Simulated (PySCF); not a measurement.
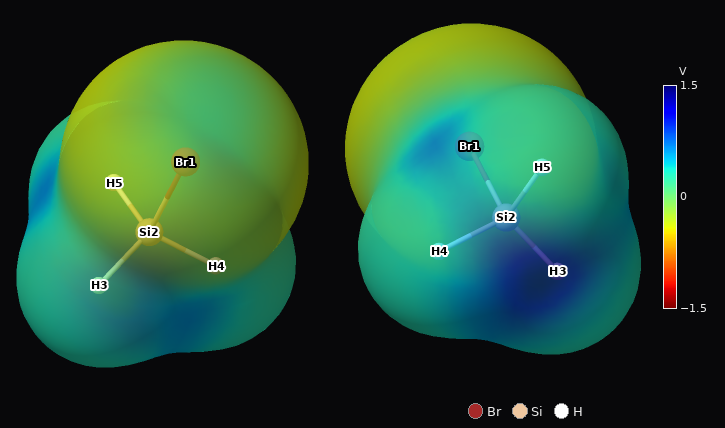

*BrH3Si, SMILES `Br[SiH3]`. Electrostatic potential on the surface of electron density 0.001 a.u. (back view left, front view right).*

Method: PBE/def2-TZVP; geometry: GFN2-xTB; program: PySCF. No frequency check shows the geometry to be a minimum. GFN2-xTB bond lengths at metals and heavier atoms can be off by up to 0.1 Å and shapes distorted, which carries into these values.

> Where are the extremes of the potential on the surface?

Highest: 1.41 V, near Si2 (2.01 Å), H5 (2.08 Å), H4 (2.17 Å) and H3 (2.17 Å). Further maxima include 0.68 V, near H4 (1.95 Å), H5 (1.99 Å) and Si2 (2.13 Å), and at like points elsewhere; 0.13 V, 2.1 Å from Br1. Lowest: −0.39 V, 2.2 Å from Br1, and at like points elsewhere. The surface is sampled at points, so like sites can differ by a few per cent and only the strongest of them is named.

> Does Br1 carry a σ-hole?

Yes: a local maximum of +0.13 V lies on the extension of the Si2–Br1 bond.

Cost of the run: 7.9 s on 1 thread of Intel(R) Xeon(R) Platinum 8488C (Sapphire Rapids) (shared host), peak memory 0.38 GiB.
